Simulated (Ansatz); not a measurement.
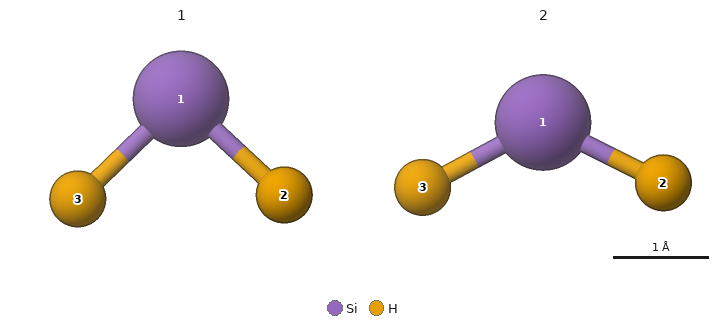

Two geometries of SiH2, drawn at one scale. One is the start of a relaxation, the other its converged end. The picture is a ball-and-stick view, seen at a tilt.

Method: RKS PBE0-D4/def2-TZVP (Ansatz 0.2.0). Set-up: force threshold 0.005 eV/Å; at most 150 steps.

Q: Which geometry has the lower energy?

A: Structure 1 is the relaxed one. The start comes from GFN2-xTB. The largest move after the best rigid fit is that of Si1, 0.26 Å. Largest moves by element: Si 0.26 Å, H 0.22 Å. Some distances before and after: Si1–H2 1.442 → 1.525 Å. Bond angles that change, for instance: H2–Si1–H3 123.6° → 91.2°. The energy falls by 16.8 kcal/mol in 5 geometry steps. Largest force component: 2.7 eV/Å at the start, 0.0028 eV/Å at the end. The run took about 2.1 core-seconds on a shared host.
